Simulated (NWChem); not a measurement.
# C2H3F3 (1,1,2-trifluoroethane): levels of theory compared

We compute a comparison of 6 runs (HF/3-21G, B3LYP/6-31G*, B2PLYP/def2-SVP, wB97X/def2-SVP, MP3/def2-SVP) of C2H3F3 (1,1,2-trifluoroethane). 

The results are computed with NWChem 7.3.0.

2 further runs of the same task are left out: 1 that didn't finish, 1 set aside as unsound or not needed.

## 1. The structure to begin with

C2H3F3: 8 atoms, total charge 0, spin state singlet. As SMILES, `FCC(F)F`. Geometry: relaxed at PBE0-D4/def2-TZVP. This is one conformer, not always the lowest.

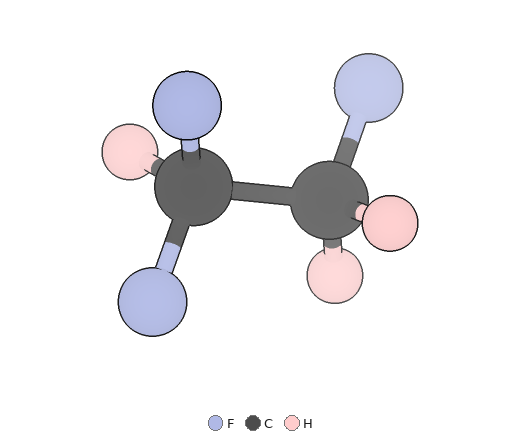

Viewed from a chosen angle; fluorine light blue, carbon dark grey, hydrogen pink.

## 2. Energy and gradient at HF/3-21G (run 1)

Contents of run.py:

```python
from ase import Atoms
from ase.calculators.nwchem import NWChem

molecule = Atoms('FCCFFHHH', positions=[
    [-1.142800, -0.681000, 1.163100],
    [-0.188200, 0.195100, 0.711800],
    [0.172900, -0.152400, -0.711300],
    [0.824200, -1.335800, -0.756500],
    [1.011700, 0.803600, -1.182200],
    [0.701700, 0.118900, 1.342500],
    [-0.588500, 1.211500, 0.747300],
    [-0.698800, -0.217000, -1.370500],
])

calc = NWChem(
    label='c2h3f3',
    theory='scf',
    memory='2200 mb',
    basis='3-21G',
    basispar='spherical bse',
    scf={'nopen': '0', 'rhf': None, 'thresh': '1e-08', 'maxiter': '80'},
)
molecule.calc = calc

forces = molecule.get_forces()
print("Total energy (eV):", round(molecule.get_potential_energy(), 6))
print("forces (eV/A):")
for s, f in zip(molecule.symbols, forces):
    print(f"{s:2s} {f[0]:10.5f} {f[1]:10.5f} {f[2]:10.5f}")
print("dipole (e A):", molecule.get_dipole_moment().round(4))
```

On the command line:

```bash
$ export ASE_NWCHEM_COMMAND="nwchem PREFIX.nwi > PREFIX.nwo"
$ python run.py
```

The log of the run:

```text
Total energy (eV): -10170.186016
forces (eV/A):
F    -0.80074   -0.79190    0.23515
C     0.88261    1.14789    0.01522
C    -1.54796    0.05224   -0.36217
F     0.48080   -0.88590    0.11488
F     0.52240    0.73611   -0.15041
H    -0.38397    0.13118   -0.41600
H     0.36541   -0.48368   -0.07518
H     0.48146    0.09400    0.63846
dipole (e A): [-0.1515  0.3497  0.0474]
```

The calculator wrote c2h3f3.nwi:

```
title "c2h3f3"

permanent_dir c2h3f3

scratch_dir c2h3f3

start c2h3f3

geometry units angstrom nocenter noautosym noautoz
  F  -1.1428000000000000e+00 -6.8100000000000005e-01 1.1631000000000000e+00
  C  -1.8820000000000001e-01 1.9510000000000000e-01 7.1179999999999999e-01
  C  1.7290000000000000e-01 -1.5240000000000001e-01 -7.1130000000000004e-01
  F  8.2420000000000004e-01 -1.3358000000000001e+00 -7.5649999999999995e-01
  F  1.0117000000000000e+00 8.0359999999999998e-01 -1.1821999999999999e+00
  H  7.0169999999999999e-01 1.1890000000000001e-01 1.3425000000000000e+00
  H  -5.8850000000000002e-01 1.2115000000000000e+00 7.4729999999999996e-01
  H  -6.9879999999999998e-01 -2.1700000000000000e-01 -1.3705000000000001e+00
end

memory 2200 mb

basis spherical bse noprint
   * library 3-21G
end

scf
  nopen 0
  rhf
  thresh 1e-08
  maxiter 80
end

task scf gradient
```

c2h3f3.nwo:

```text
Northwest Computational Chemistry Package (NWChem) 7.3.0
             --------------------------------------------------------

           Job information
           ---------------

    nwchem branch   = 7.3.0
    use scalapack   = T
    input           = c2h3f3.nwi
    prefix          = c2h3f3.
    data base       = c2h3f3/c2h3f3.db
    status          = startup
    nproc           =        1

           Memory information
           ------------------

    heap     =     72089596 doubles =      550.0 Mbytes
    stack    =     72089601 doubles =      550.0 Mbytes
    global   =    144179200 doubles =     1100.0 Mbytes (distinct from heap & stack)
    total    =    288358397 doubles =     2200.0 Mbytes
    verify   = yes
    hardfail = no

[... 136 lines left out ...]
 Convergence threshold     :          1.000E-08
[... 13 lines left out ...]
       Final RHF  results
[... 3 lines left out ...]
      One-electron energy =   -899.724564455457
[... 1 line left out ...]
 Nuclear repulsion energy =    191.359799447057
[... 39 lines left out ...]
                       ROHF Final Molecular Orbital Analysis
[... 218 lines left out ...]
                         RHF ENERGY GRADIENTS

    atom               coordinates                        gradient
                 x          y          z           x          y          z
   1 F      -2.159579  -1.286903   2.197940    0.015572   0.015400  -0.004573
   2 C      -0.355646   0.368686   1.345107   -0.017164  -0.022323  -0.000296
   3 C       0.326734  -0.287994  -1.344162    0.030103  -0.001016   0.007043
[... 4 lines of this table left out ...]
   8 H      -1.320541  -0.410071  -2.589869   -0.009363  -0.001828  -0.012416

                 ----------------------------------------
                 |  Time  |  1-e(secs)   |  2-e(secs)   |
                 ----------------------------------------
                 |  CPU   |       0.01   |       0.50   |
                 ----------------------------------------
                 |  WALL  |       0.01   |       0.50   |
                 ----------------------------------------

 Task  times  cpu:        3.1s     wall:        3.1s
 Total times  cpu:        3.1s     wall:        3.1s
```

It took 4.5 s on 1 thread of Intel Xeon Platinum 8259CL at 2.50GHz (Skylake/Cascade Lake), shared host; peak memory 0.099 GiB.

## 3. Energy and forces at B3LYP/6-31G(d) (spherical functions) (run 2)

Contents of c2h3f3.nw:

```
start c2h3f3
memory 2200 mb

geometry units angstrom noautosym nocenter noautoz
  F       -1.142800      -0.681000       1.163100
  C       -0.188200       0.195100       0.711800
  C        0.172900      -0.152400      -0.711300
  F        0.824200      -1.335800      -0.756500
  F        1.011700       0.803600      -1.182200
  H        0.701700       0.118900       1.342500
  H       -0.588500       1.211500       0.747300
  H       -0.698800      -0.217000      -1.370500
end

basis spherical bse
  * library 6-31G*
end

dft
  xc b3lyp
  grid xfine
  convergence energy 1e-08
  iterations 100
  mulliken
end

task dft gradient
```

On the command line:

```bash
$ nwchem c2h3f3.nw > c2h3f3.out
```

The log of the run:

```text
[...]
          Wavefunction type:  closed shell.
          No. of atoms     :     8
          No. of electrons :    42
[...]
          Charge           :     0
          Spin multiplicity:     1
[...]
          AO basis - number of functions:    76
[...]
              XC Information
              --------------
                         B3LYP Method XC Potential
                     Hartree-Fock (Exact) Exchange  0.200
                        Slater Exchange Functional  0.800 local
                    Becke 1988 Exchange Functional  0.720 non-local
              Lee-Yang-Parr Correlation Functional  0.810
                  VWN I RPA Correlation Functional  0.190 local
[...]
 d= 0,ls=0.0,diis     1   -377.3792817520 -5.69D+02  1.82D-02  1.25D+00     4.6
[...]
 d= 0,ls=0.0,diis     8   -377.5155981473 -2.59D-09  2.92D-06  1.63D-07    32.6
         Total DFT energy =     -377.515598147327
      One electron energy =     -903.049931742932
           Coulomb energy =      377.636748084445
    Exchange-Corr. energy =      -43.462213935897
 Nuclear repulsion energy =      191.359799447058
[...]
      Total Density - Mulliken Population Analysis
     ---------------------------------------------
    Atom       Charge   Shell Charges
 -----------   ------   -------------------------------------------------------
    1 F    9     9.33   2.00  0.93  3.31  1.04  2.03  0.02
    2 C    6     5.98   2.00  0.69  2.04  0.50  0.68  0.07
    3 C    6     5.51   2.00  0.71  1.92  0.33  0.44  0.11
    4 F    9     9.30   2.00  0.93  3.31  1.03  2.01  0.02
    5 F    9     9.31   2.00  0.93  3.31  1.03  2.02  0.02
    6 H    1     0.84   0.54  0.31
    7 H    1     0.85   0.54  0.32
    8 H    1     0.87   0.55  0.33
[...]
  wavefunction    = closed shell
                         DFT ENERGY GRADIENTS
    atom               coordinates                        gradient
                 x          y          z           x          y          z
   1 F      -2.159579  -1.286903   2.197940    0.005823   0.005878  -0.002418
   2 C      -0.355646   0.368686   1.345107   -0.001422  -0.003559  -0.001399
   3 C       0.326734  -0.287994  -1.344162    0.005461   0.000429   0.002938
   4 F       1.557512  -2.524296  -1.429578   -0.003538   0.009045  -0.001050
   5 F       1.911836   1.518584  -2.234034   -0.005449  -0.008182   0.002853
   6 H       1.326021   0.224688   2.536957   -0.002000  -0.000988  -0.000312
   7 H      -1.112104   2.289403   1.412192   -0.000492  -0.002299  -0.000343
   8 H      -1.320541  -0.410071  -2.589869    0.001617  -0.000322  -0.000268
[...]
```

Run time: 41 s. Hardware: 1 thread of Intel Xeon Platinum 8259CL at 2.50GHz (Skylake/Cascade Lake), shared host; peak memory 0.14 GiB.

Run 3 isn't shown in full; the table further down has it.

## 4. A single-point energy at B2PLYP/def2-SVP (run 4)

Contents of nw.nw:

```
start nw
title "C2H3F3"
memory 2200 mb

geometry units angstrom noautosym nocenter noautoz
 F     -1.142800    -0.681000     1.163100
 C     -0.188200     0.195100     0.711800
 C      0.172900    -0.152400    -0.711300
 F      0.824200    -1.335800    -0.756500
 F      1.011700     0.803600    -1.182200
 H      0.701700     0.118900     1.342500
 H     -0.588500     1.211500     0.747300
 H     -0.698800    -0.217000    -1.370500
end

basis spherical bse
 * library def2-SVP
end

dft
 xc hfexch 0.53 becke88 0.47 lyp 0.73 mp2 0.27
 dftmp2 semidirect
 grid xfine
 convergence energy 1e-08
 maxiter 100
 mulliken
 print low
end

mp2
 freeze core 5
end

task dft energy
```

On the command line:

```bash
$ nwchem nw.nw > nw.out
```

The log of the run:

```text
[...]
 d= 0,ls=0.0,diis     1   -376.5538636833 -5.68D+02  1.25D-02  1.02D+00     7.5
[...]
 d= 0,ls=0.0,diis    10   -376.6678858027 -4.86D-10  2.60D-07  4.21D-10    45.5
         Total DFT energy =     -376.667885802749
      One electron energy =     -902.223370711876
           Coulomb energy =      377.036156013274
    Exchange-Corr. energy =      -42.840470551205
 Nuclear repulsion energy =      191.359799447058
[...]
      Total Density - Mulliken Population Analysis
     ---------------------------------------------
    Atom       Charge   Shell Charges
 -----------   ------   -------------------------------------------------------
    1 F    9     9.32   1.99  1.13  0.81  3.35  2.03  0.01
    2 C    6     5.71   1.99  0.92  0.11  2.02  0.60  0.07
    3 C    6     5.52   1.99  0.93  0.09  1.92  0.46  0.13
    4 F    9     9.27   1.99  1.13  0.79  3.35  2.00  0.01
    5 F    9     9.28   1.99  1.13  0.79  3.35  2.01  0.01
    6 H    1     0.96   0.76  0.18  0.02
    7 H    1     0.97   0.76  0.18  0.02
    8 H    1     0.98   0.77  0.18  0.02
[...]
  Basis functions       =     85
[...]
```

Wall time 50 s (1 thread of Intel Xeon Platinum 8259CL at 2.50GHz (Skylake/Cascade Lake), shared host); peak memory 0.26 GiB.

Run 5 isn't shown in full; the table further down has it.

## 5. The energy at MP3/def2-SVP (run 6)

Contents of c2h3f3.xyz:

```xyz
8
C2H3F3 mp3
F     -1.142800    -0.681000     1.163100
C     -0.188200     0.195100     0.711800
C      0.172900    -0.152400    -0.711300
F      0.824200    -1.335800    -0.756500
F      1.011700     0.803600    -1.182200
H      0.701700     0.118900     1.342500
H     -0.588500     1.211500     0.747300
H     -0.698800    -0.217000    -1.370500
```

Contents of run.py:

```python
from ase.io import read
from ase.calculators.nwchem import NWChem

system = read('c2h3f3.xyz')

calc = NWChem(
    label='c2h3f3',
    theory='tce',
    memory='stack 330 mb heap 110 mb global 1760 mb',
    basis='def2-SVP',
    basispar='spherical bse',
    scf={'nopen': '0', 'rhf': None, 'thresh': '1e-08', 'maxiter': '80'},
    tce={'scf': None, 'mbpt3': None, 'freeze': 'core 5', 'maxiter': '60'},
    task='energy',
)
system.calc = calc

print(f"energy = {system.get_potential_energy():.6f} eV")
```

On the command line:

```bash
$ export ASE_NWCHEM_COMMAND="nwchem PREFIX.nwi > PREFIX.nwo"
$ python run.py
```

The log of the run:

```text
energy = -10240.441060 eV
```

The calculator wrote c2h3f3.nwi:

```
title "c2h3f3"

permanent_dir c2h3f3

scratch_dir c2h3f3

start c2h3f3

geometry units angstrom nocenter noautosym noautoz
  F  -1.1428000000000000e+00 -6.8100000000000005e-01 1.1631000000000000e+00
  C  -1.8820000000000001e-01 1.9510000000000000e-01 7.1179999999999999e-01
  C  1.7290000000000000e-01 -1.5240000000000001e-01 -7.1130000000000004e-01
  F  8.2420000000000004e-01 -1.3358000000000001e+00 -7.5649999999999995e-01
  F  1.0117000000000000e+00 8.0359999999999998e-01 -1.1821999999999999e+00
  H  7.0169999999999999e-01 1.1890000000000001e-01 1.3425000000000000e+00
  H  -5.8850000000000002e-01 1.2115000000000000e+00 7.4729999999999996e-01
  H  -6.9879999999999998e-01 -2.1700000000000000e-01 -1.3705000000000001e+00
end

memory stack 330 mb heap 110 mb global 1760 mb

basis spherical bse noprint
   * library def2-SVP
end

scf
  nopen 0
  rhf
  thresh 1e-08
  maxiter 80
end
tce
  scf
  mbpt3
  freeze core 5
  maxiter 60
end

task tce energy
```

c2h3f3.nwo:

```text
Northwest Computational Chemistry Package (NWChem) 7.3.0
             --------------------------------------------------------

           Job information
           ---------------

    nwchem branch   = 7.3.0
    use scalapack   = T
    input           = c2h3f3.nwi
    prefix          = c2h3f3.
    data base       = c2h3f3/c2h3f3.db
    status          = startup
    nproc           =        1

           Memory information
           ------------------

    heap     =     14417914 doubles =      110.0 Mbytes
    stack    =     43253759 doubles =      330.0 Mbytes
    global   =    230686720 doubles =     1760.0 Mbytes (distinct from heap & stack)
    total    =    288358393 doubles =     2200.0 Mbytes
    verify   = yes
    hardfail = no

[... 136 lines left out ...]
 Convergence threshold     :          1.000E-08
[... 12 lines left out ...]
       Final RHF  results
[... 3 lines left out ...]
      One-electron energy =   -901.885756109906
[... 1 line left out ...]
 Nuclear repulsion energy =    191.359799447057
[... 39 lines left out ...]
                       ROHF Final Molecular Orbital Analysis
[... 347 lines left out ...]
 MBPT(2) total energy / hartree       =      -376.311025835840780
[... 1 line left out ...]
 MBPT(3) iterations
 --------------------------------------------------------
 Iter          Residuum       Correlation     Cpu    Wall
 --------------------------------------------------------
    1   0.2298627339326   0.0000000000000     1.9     1.9
    2   0.0000000001552  -0.0182449464202     1.6     1.6
 --------------------------------------------------------
 Iterations converged
 MBPT(3) correlation energy / hartree =        -0.018244946420161
 MBPT(3) total energy / hartree       =      -376.329270782260949

 Task  times  cpu:       39.9s     wall:       39.9s
 Total times  cpu:       39.9s     wall:       39.9s
```

Wall time 42 s (1 thread of Intel Xeon Platinum 8259CL at 2.50GHz (Skylake/Cascade Lake), shared host); peak memory 1.4 GiB.

## 6. The series

```csv
run,level,iteration cap,module,energy (Eh),dipole moment (D),HOMO energy (eV),LUMO energy (eV),wall time
1,HF/3-21G,80,scf,-373.747446,1.84,-13.81,7.02,4.5 s
2,B3LYP/6-31G* (spherical functions),100,dft,-377.515598,1.33,-8.98,2.18,41 s
3,B3LYP/6-31G* (Cartesian functions),100,dft,-377.520226,1.33,-8.99,2.17,42 s
4,B2PLYP/def2-SVP,100,dft,-376.932820,–,–,–,50 s
5,wB97X/def2-SVP,100,dft,-377.159298,1.50,-12.04,4.41,2.2 min
6,MP3/def2-SVP,80,tce,-376.329271,–,-14.23,5.11,42 s
```

## 7. Summary of results

```
                                          quantity          value
                               run 6: total energy  -376.32927 Eh
        run 6: HOMO energy (Hartree–Fock orbitals)      -14.23 eV
        run 6: LUMO energy (Hartree–Fock orbitals)        5.11 eV
      run 6: HOMO–LUMO gap (Hartree–Fock orbitals)       19.34 eV
run 6: correlation energy (5 core orbitals frozen)     -838.0 mEh
```

What this shows: Over runs 1, 2, 3, 5 the dipole moment (its size) runs from 1.33 D (B3LYP/6-31G*) to 1.84 D (HF/3-21G). The two ends differ in method and basis. Over runs 1, 2, 3, 5 the HOMO–LUMO gap runs from 11.16 eV (B3LYP/6-31G*) to 20.83 eV (HF/3-21G). Totals of different functionals can't be ranked against each other. All runs together took 5.1 min, the longest 2.2 min.
